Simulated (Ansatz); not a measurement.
Nudged elastic band, with input and output: C2H6S2

The run: nudged elastic band of C2H6S2. Method and program: RKS BLYP-D4/cc-pVDZ (Ansatz 0.2.0).

It belongs to a series of runs on one base structure; here: band between the two ends. Figures and captions count atoms from 1; the log counts them from 0 in places.

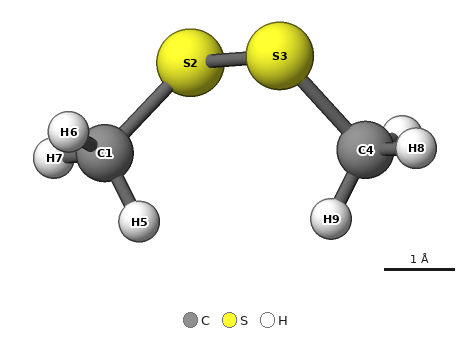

**Figure 1.** The starting structure (ball-and-stick view, seen at a tilt; atoms are numbered from 1 in the order of the input). Bond lengths as drawn: C–H 1.11 Å, C–S 1.86 Å and S–S 2.11 Å.

## Key numbers

```tsv
quantity	value
outcome	converged
barrier, forward	2.983 eV
barrier, backward	0.974 eV
hardware	2 threads of AMD EPYC (Zen 5), 16 GiB of memory available, shared host
wall time	50 s (CPU time 95 s)
peak memory	0.15 GiB
```

## Remarks

The order of the saddle point was not checked.

## The input
```yaml
crystal:
  periodic: [false, false, false]
  atoms:
    - { symbol: C, position_ang: [-1.083709, 1.535405, -0.321253] }
    - { symbol: S, position_ang: [0.763015, 1.402916, -0.16979] }
    - { symbol: S, position_ang: [0.990632, -0.131193, 1.265022] }
    - { symbol: C, position_ang: [0.937895, -1.665649, 0.219338] }
    - { symbol: H, position_ang: [-1.516266, 0.598753, -0.720752] }
    - { symbol: H, position_ang: [-1.533912, 1.783373, 0.657697] }
    - { symbol: H, position_ang: [-1.269481, 2.360327, -1.038841] }
    - { symbol: H, position_ang: [1.087792, -2.513056, 0.918898] }
    - { symbol: H, position_ang: [-0.044522, -1.771616, -0.278254] }
    - { symbol: H, position_ang: [1.751656, -1.650559, -0.529065] }
basis:
  gaussian: { orbitals: cc-pVDZ }
hamiltonian:
  xc: blyp
  dispersion: d4
neb:
  order_check: false
  images: 5
  f_tol: 0.05
  max_iterations: 60
  final_atoms:
    - { symbol: C, position_ang: [-1.42753902, 1.05437125, -0.1090615] }
    - { symbol: S, position_ang: [0.06759743, 1.74200856, 0.24616082] }
    - { symbol: S, position_ang: [1.91349133, 0.07461988, 0.65018045] }
    - { symbol: C, position_ang: [0.8569966, -1.34997375, 0.20155831] }
    - { symbol: H, position_ang: [-1.61216284, 0.54354732, -1.06189011] }
    - { symbol: H, position_ang: [-2.07158481, 0.85383477, 0.75640864] }
    - { symbol: H, position_ang: [0.51725163, 1.94691715, -1.03247546] }
    - { symbol: H, position_ang: [0.90884451, -2.12633904, 0.98934455] }
    - { symbol: H, position_ang: [-0.20964264, -1.00405704, 0.13997804] }
    - { symbol: H, position_ang: [1.13984782, -1.78622812, -0.77720374] }
  initial_path:
    images:
      - { positions_ang: [[-1.083709, 1.535405, -0.321253], [0.763015, 1.402916, -0.16979], [0.990632, -0.131193, 1.265022], [0.937895, -1.665649, 0.219338], [-1.516266, 0.598753, -0.720752], [-1.533912, 1.783373, 0.657697], [-1.269481, 2.360327, -1.038841], [1.087792, -2.513056, 0.918898], [-0.044522, -1.771616, -0.278254], [1.751656, -1.650559, -0.529065]] }
      - { positions_ang: [[-1.13594951, 1.46878976, -0.28673841], [0.67990368, 1.39846143, -0.18895016], [0.96790505, -0.10264475, 1.23248886], [0.94530456, -1.62618777, 0.20789467], [-1.56752387, 0.5294677, -0.66444427], [-1.5828848, 1.73789069, 0.69267685], [-0.97978782, 2.37222493, -1.08578557], [1.11117688, -2.47368372, 0.88923524], [-0.06540635, -1.74530911, -0.24427829], [1.71036219, -1.61030816, -0.54909891]] }
      - { positions_ang: [[-1.18819003, 1.40217452, -0.25222383], [0.59679235, 1.39400685, -0.20811032], [0.94517809, -0.0740965, 1.19995573], [0.95271413, -1.58672654, 0.19645135], [-1.61878174, 0.46018241, -0.60813655], [-1.63185761, 1.69240837, 0.72765669], [-0.69009465, 2.38412287, -1.13273014], [1.13456177, -2.43431143, 0.85957248], [-0.0862907, -1.71900222, -0.21030259], [1.66906838, -1.57005733, -0.56913282]] }
      - { positions_ang: [[-1.24043054, 1.33555928, -0.21770924], [0.51368103, 1.38955228, -0.22727048], [0.92245114, -0.04554824, 1.16742259], [0.96012369, -1.54726532, 0.18500802], [-1.67003961, 0.39089711, -0.55182882], [-1.68083041, 1.64692606, 0.76263654], [-0.40040147, 2.3960208, -1.17967472], [1.15794665, -2.39493915, 0.82990972], [-0.10717505, -1.69269533, -0.17632688], [1.62777457, -1.52980649, -0.58916674]] }
      - { positions_ang: [[-1.30280003, 1.24182993, -0.18149333], [0.36498649, 1.50703771, -0.06946005], [1.25279787, -0.0054922, 0.99500855], [0.92574799, -1.48150146, 0.19052478], [-1.65074736, 0.44178052, -0.72184925], [-1.81108188, 1.3825623, 0.76056057], [-0.09451711, 2.24631959, -1.1306083], [1.0749126, -2.30540578, 0.88305466], [-0.14133091, -1.46314923, -0.07089191], [1.46513232, -1.61528037, -0.65184574]] }
      - { positions_ang: [[-1.36516953, 1.14810059, -0.14527741], [0.21629196, 1.62452314, 0.08835039], [1.5831446, 0.03456384, 0.8225945], [0.8913723, -1.4157376, 0.19604154], [-1.6314551, 0.49266392, -0.89186968], [-1.94133334, 1.11819853, 0.75848461], [0.21136726, 2.09661837, -1.08154188], [0.99187855, -2.21587241, 0.93619961], [-0.17548678, -1.23360313, 0.03454306], [1.30249007, -1.70075424, -0.71452474]] }
      - { positions_ang: [[-1.42753902, 1.05437125, -0.1090615], [0.06759743, 1.74200856, 0.24616082], [1.91349133, 0.07461988, 0.65018045], [0.8569966, -1.34997375, 0.20155831], [-1.61216284, 0.54354732, -1.06189011], [-2.07158481, 0.85383477, 0.75640864], [0.51725163, 1.94691715, -1.03247546], [0.90884451, -2.12633904, 0.98934455], [-0.20964264, -1.00405704, 0.13997804], [1.13984782, -1.78622812, -0.77720374]] }
```

Command:
```bash
ansatz run input.yaml --threads 2 --pin off --max-ram 3072MiB --backend cpu --events-out ev --progress --plain --runs-dir out
```

## Log
```
Engine: ansatz 0.2.0, x86_64-unknown-linux-gnu
Functional definition: BLYP
  parameter beta = 0.0042
  parameter a = 0.04918
  parameter b = 0.132
  parameter c = 0.2533
  parameter d = 0.349
  exchange = b88_x(beta = beta)
  correlation = lyp_c(a = a, b = b, c = c, d = d)
1210 factors; their error is unknown
mean field evaluation 1: about -23830.5968 eV, gradient 6.5e1 eV
mean field evaluation 2: about -23811.1659 eV, gradient 1.0e2 eV
mean field evaluation 4: about -23841.1367 eV, gradient 4.8e0 eV
mean field evaluation 8: about -23841.2161 eV, gradient 5.3e-2 eV
mean field evaluation 16: about -23841.1722 eV, gradient 1.9e-4 eV
mean field -23841.17219825 eV, -876.1469181586 hartree, gradient 5.4e-5 eV, S^2 0.000000; 0 other end points of the search recorded, 0 dependent functions left out
the calculation of the forces begins
reference -23841.17251325 eV, -876.1469297348 hartree; 25, 25 occupied and 69, 69 virtual orbitals, 1210 factors
1210 factors; their error is unknown
mean field evaluation 32: about -23839.1472 eV, gradient 1.1e-2 eV
mean field -23839.14715972 eV, -876.0724993652 hartree, gradient 7.2e-5 eV, S^2 0.000000; 0 other end points of the search recorded, 0 dependent functions left out
[... from here on the field's lines of each further geometry are left out, up to the last ...]
NEB iter   1: max|band force component| = 4.003e0 eV/Å  barrier→ = 4.4705 eV  barrier← = 2.4622 eV  Δτ_max = 0.1965 Å  (201 SCF iters)
NEB iter   2: max|band force component| = 1.975e0 eV/Å  barrier→ = 3.2769 eV  barrier← = 1.2686 eV  Δτ_max = 0.1962 Å  (169 SCF iters)
NEB iter   3: max|band force component| = 2.048e0 eV/Å  barrier→ = 2.8644 eV  barrier← = 0.8561 eV  Δτ_max = 0.1935 Å  (164 SCF iters)
NEB iter   4: max|band force component| = 1.602e0 eV/Å  barrier→ = 2.7540 eV  barrier← = 0.7457 eV  Δτ_max = 0.2000 Å  (168 SCF iters)
NEB iter   5: max|band force component| = 1.205e0 eV/Å  barrier→ = 3.0205 eV  barrier← = 1.0121 eV  Δτ_max = 0.1559 Å  (163 SCF iters)
NEB iter   6: max|band force component| = 6.940e-1 eV/Å  barrier→ = 2.8120 eV  barrier← = 0.8036 eV  Δτ_max = 0.0732 Å  (150 SCF iters)
NEB iter   7: max|band force component| = 5.517e-1 eV/Å  barrier→ = 2.6135 eV  barrier← = 0.6051 eV  Δτ_max = 0.0356 Å  (151 SCF iters)
NEB iter   8: max|band force component| = 1.137e0 eV/Å  barrier→ = 2.6142 eV  barrier← = 0.6059 eV  CI = image 4  Δτ_max = 0.1936 Å  (152 SCF iters)
NEB iter   9: max|band force component| = 9.644e-1 eV/Å  barrier→ = 2.8382 eV  barrier← = 0.8299 eV  CI = image 4  Δτ_max = 0.1925 Å  (157 SCF iters)
NEB iter  10: max|band force component| = 6.653e-1 eV/Å  barrier→ = 3.0066 eV  barrier← = 0.9983 eV  CI = image 4  Δτ_max = 0.1942 Å  (157 SCF iters)
NEB iter  11: max|band force component| = 8.686e-1 eV/Å  barrier→ = 3.0327 eV  barrier← = 1.0244 eV  CI = image 4  Δτ_max = 0.1017 Å  (156 SCF iters)
NEB iter  12: max|band force component| = 3.749e-1 eV/Å  barrier→ = 3.0111 eV  barrier← = 1.0028 eV  CI = image 4  Δτ_max = 0.1518 Å  (150 SCF iters)
NEB iter  13: max|band force component| = 2.281e-1 eV/Å  barrier→ = 2.9898 eV  barrier← = 0.9815 eV  CI = image 4  Δτ_max = 0.0402 Å  (151 SCF iters)
NEB iter  14: max|band force component| = 1.254e-1 eV/Å  barrier→ = 2.9842 eV  barrier← = 0.9759 eV  CI = image 4  Δτ_max = 0.0327 Å  (148 SCF iters)
NEB iter  15: max|band force component| = 1.300e-1 eV/Å  barrier→ = 2.9843 eV  barrier← = 0.9760 eV  CI = image 4  Δτ_max = 0.0164 Å  (148 SCF iters)
the calculation of the forces begins
reference -23838.99588442 eV, -876.0669401005 hartree; 25, 25 occupied and 69, 69 virtual orbitals, 1210 factors
1210 factors; their error is unknown
mean field evaluation 768: about -23838.1775 eV, gradient 7.8e-5 eV
mean field -23838.17747224 eV, -876.0368640077 hartree, gradient 1.1e-5 eV, S^2 0.000000; 1 other end points of the search recorded, 0 dependent functions left out
the calculation of the forces begins
reference -23838.17779310 eV, -876.0368757991 hartree; 25, 25 occupied and 69, 69 virtual orbitals, 1210 factors
NEB iter  16: max|band force component| = 4.740e-2 eV/Å  barrier→ = 2.9826 eV  barrier← = 0.9743 eV  CI = image 4  Δτ_max = 0.0000 Å  (299 SCF iters)
```

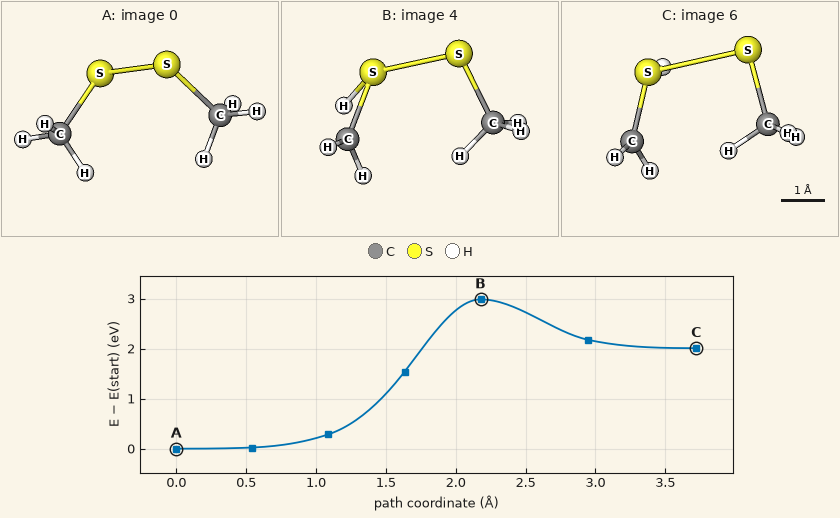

**Figure 2.** Images of the last band (counted from 0; ball-and-stick, seen at a tilt) above the energy along the path; the line is a cubic interpolation that uses the forces. The highest image is number 4, 2.983 eV above the start and 0.974 eV above the end (the climbing image); the end lies 2.008 eV above the start. The path is 3.72 Å long. The band converged in 16 iterations.

```
Total energy: -23838.66927265 eV, -876.0549373396 hartree
Atom 0 at    -1.277168     1.217566    -0.106543 Å, force     0.012969     0.006140    -0.000804 eV/Å
Atom 1 at     0.403309     1.652274     0.036650 Å, force    -0.031288     0.009603    -0.023135 eV/Å
Atom 2 at     1.648650    -0.026831     1.080778 Å, force     0.015925     0.003920    -0.000868 eV/Å
Atom 3 at     0.913920    -1.475318     0.211938 Å, force    -0.003565    -0.023784    -0.018232 eV/Å
Atom 4 at    -1.593508     0.597470    -0.957368 Å, force     0.010573    -0.002155    -0.010479 eV/Å
Atom 5 at    -1.937840     1.254728     0.778013 Å, force     0.002880     0.001328    -0.004571 eV/Å
Atom 6 at    -0.337972     2.055329    -1.203969 Å, force    -0.000086    -0.009100     0.037295 eV/Å
Atom 7 at     0.919638    -2.331328     0.914677 Å, force    -0.003562     0.005017     0.006468 eV/Å
Atom 8 at    -0.143291    -1.256167    -0.052567 Å, force     0.000897     0.005295     0.004696 eV/Å
Atom 9 at     1.487363    -1.739022    -0.698609 Å, force    -0.004742     0.003736     0.009632 eV/Å
Dipole moment:    -0.353874    -0.087777    -0.300625 e Å
this run last wrote the band of iteration 16 to [file]
```

## The last band as extended XYZ (Å, eV, eV/Å)
```
10
Properties=species:S:1:pos:R:3:forces:R:3 image=0 energy=-23841.65155
C    -1.0837    1.5354   -0.3213   -0.0001   0.0023   0.0005
S     0.7630    1.4029   -0.1698   -0.0039   0.0029  -0.0017
S     0.9906   -0.1312    1.2650    0.0007  -0.0051   0.0001
C     0.9379   -1.6656    0.2193    0.0022  -0.0008   0.0008
H    -1.5163    0.5988   -0.7208    0.0015  -0.0026  -0.0018
H    -1.5339    1.7834    0.6577    0.0007  -0.0006   0.0007
H    -1.2695    2.3603   -1.0388    0.0017   0.0009  -0.0002
H     1.0878   -2.5131    0.9189    0.0010   0.0008   0.0014
H    -0.0445   -1.7716   -0.2783   -0.0034   0.0009   0.0007
H     1.7517   -1.6506   -0.5291   -0.0005   0.0014  -0.0004
10
Properties=species:S:1:pos:R:3:forces:R:3 image=1 energy=-23841.62800
C    -1.0269    1.4329   -0.3240    0.0103   0.0222  -0.0107
S     0.8134    1.4854   -0.0903    0.0166  -0.0116  -0.0375
S     1.1531   -0.0858    1.2852   -0.0733   0.0065   0.0144
C     0.8703   -1.5763    0.2194   -0.0053  -0.0176   0.0015
H    -1.3364    0.4900   -0.8151    0.0090   0.0073   0.0170
H    -1.5640    1.5634    0.6343    0.0494   0.0203   0.0151
H    -1.2497    2.2787   -1.0044   -0.0529   0.0226   0.0030
H     0.9859   -2.4556    0.8841    0.0229  -0.0138   0.0000
H    -0.1626   -1.5591   -0.1760    0.0002  -0.0576  -0.0223
H     1.6001   -1.6248   -0.6103    0.0232   0.0219   0.0195
10
Properties=species:S:1:pos:R:3:forces:R:3 image=2 energy=-23841.36439
C    -1.0674    1.3508   -0.2880    0.1893   0.0868  -0.1041
S     0.7491    1.5264    0.0346    0.2789  -0.0698  -0.1345
S     1.4467   -0.0872    1.2214   -0.3006  -0.0337   0.1801
C     0.8860   -1.5254    0.2092   -0.0345  -0.0726  -0.0014
H    -1.3766    0.4568   -0.8675    0.2889  -0.1632   0.1384
H    -1.7418    1.4851    0.5867    0.2357   0.1912  -0.1296
H    -1.0676    2.1894   -1.0126   -0.7361   0.2171   0.1024
H     0.9152   -2.3972    0.8901    0.0409  -0.0874  -0.0353
H    -0.1650   -1.3416   -0.0805   -0.0228  -0.1446  -0.0425
H     1.5046   -1.7083   -0.6903    0.0603   0.0760   0.0266
10
Properties=species:S:1:pos:R:3:forces:R:3 image=3 energy=-23840.11473
C    -1.1676    1.3046   -0.2332    0.7327   0.6115  -0.9242
S     0.5984    1.5638    0.0939    1.3638  -0.6200   0.4212
S     1.6072   -0.0493    1.1211   -0.2984  -0.0823   0.3361
C     0.9096   -1.4892    0.2057   -0.0196  -0.1207  -0.0590
H    -1.5313    0.5242   -0.9284    0.4536  -0.5771   0.1738
H    -1.8710    1.3752    0.6580    0.4342   0.7972  -0.9096
H    -0.7178    2.0691   -1.0631   -2.7712   0.0762   1.0213
H     0.9185   -2.3429    0.9100    0.0473  -0.0518  -0.0162
H    -0.1446   -1.2672   -0.0533    0.0323  -0.0762  -0.0072
H     1.4815   -1.7398   -0.7077    0.0252   0.0432  -0.0363
10
Properties=species:S:1:pos:R:3:forces:R:3 image=4 energy=-23838.66895
C    -1.2772    1.2176   -0.1065    0.0130   0.0061  -0.0008
S     0.4033    1.6523    0.0367   -0.0313   0.0096  -0.0231
S     1.6486   -0.0268    1.0808    0.0159   0.0039  -0.0009
C     0.9139   -1.4753    0.2119   -0.0036  -0.0238  -0.0182
H    -1.5935    0.5975   -0.9574    0.0106  -0.0022  -0.0105
H    -1.9378    1.2547    0.7780    0.0029   0.0013  -0.0046
H    -0.3380    2.0553   -1.2040   -0.0001  -0.0091   0.0373
H     0.9196   -2.3313    0.9147   -0.0036   0.0050   0.0065
H    -0.1433   -1.2562   -0.0526    0.0009   0.0053   0.0047
H     1.4874   -1.7390   -0.6986   -0.0047   0.0037   0.0096
10
Properties=species:S:1:pos:R:3:forces:R:3 image=5 energy=-23839.47762
C    -1.4481    1.2026   -0.0636   -0.1885   0.0015   0.0650
S     0.1316    1.7541    0.1197   -0.2805   0.0854   0.0907
S     1.7365    0.0297    0.9459    0.1096   0.0581  -0.1525
C     0.9211   -1.4345    0.1916   -0.0082   0.0442  -0.0206
H    -1.7099    0.6138   -0.9510   -0.1276   0.0123   0.0074
H    -2.0307    1.1123    0.8578   -0.0968  -0.1455   0.0950
H     0.2593    1.8938   -1.2412    0.6413  -0.1665  -0.0837
H     0.9227   -2.2724    0.9187    0.0029   0.0720   0.0118
H    -0.1464   -1.2001   -0.0440    0.0020   0.0589   0.0208
H     1.4468   -1.7505   -0.7309   -0.0541  -0.0203  -0.0340
10
Properties=species:S:1:pos:R:3:forces:R:3 image=6 energy=-23839.64324
C    -1.4275    1.0544   -0.1091   -0.0017  -0.0074  -0.0185
S     0.0676    1.7420    0.2462   -0.0054  -0.0005   0.0041
S     1.9135    0.0746    0.6502    0.0017   0.0023  -0.0002
C     0.8570   -1.3500    0.2016    0.0037   0.0042   0.0028
H    -1.6122    0.5435   -1.0619   -0.0012   0.0016   0.0067
H    -2.0716    0.8538    0.7564    0.0071   0.0048   0.0058
H     0.5173    1.9469   -1.0325    0.0020   0.0013   0.0031
H     0.9088   -2.1263    0.9893    0.0019  -0.0053   0.0051
H    -0.2096   -1.0041    0.1400   -0.0074   0.0021  -0.0036
H     1.1398   -1.7862   -0.7772   -0.0007  -0.0031  -0.0055
```
